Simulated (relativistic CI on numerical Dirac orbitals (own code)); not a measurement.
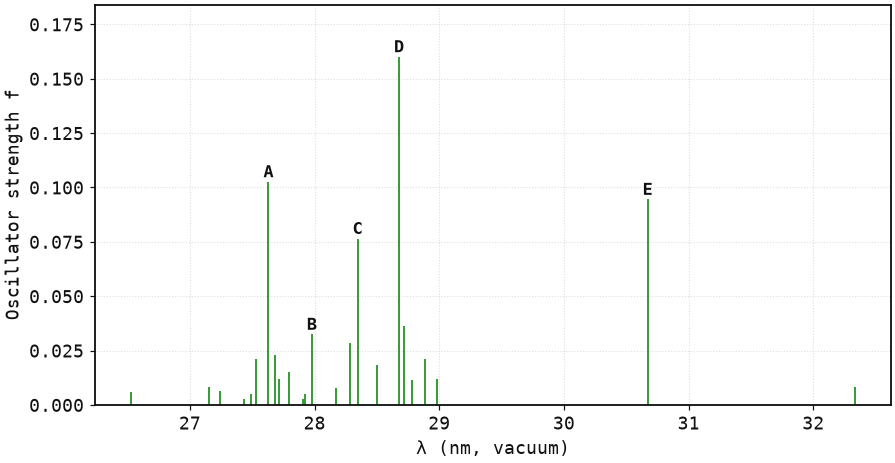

The plot shows absorption lines from the lowest level (oscillator strengths f) for Cd⁶⁺. The calculation used relativistic CI on Dirac orbitals, KLI exchange-only orbitals, Breit term, model QED, unscaled Slater integrals.

Q: Give upper and lower level, position and strength of each lettered line.

A: A: 4d⁵ 5p ⁵D°₄ ← 4d⁶ ⁵D₄, 27.63 nm, f = 0.10; B: 4d⁵ 5p J = 3 (odd, mixed, level 138) ← 4d⁶ ⁵D₄, 27.98 nm, f = 0.032; C: 4d⁵ 5p ⁵P°₃ ← 4d⁶ ⁵D₄, 28.34 nm, f = 0.076; D: 4d⁵ 5p ⁵F°₅ ← 4d⁶ ⁵D₄, 28.68 nm, f = 0.16; E: 4d⁵ 5p ⁵P°₃ ← 4d⁶ ⁵D₄, 30.67 nm, f = 0.094. The strongest, D, lies in the extreme ultraviolet region.

Caveat: configurations can be misplaced by up to about 7 % of their energy; only a limited list of configurations is included, so lower levels can be missing; only lines among the lowest 200 of 3276 levels are drawn, so those from 4d⁵ 5p are incomplete.
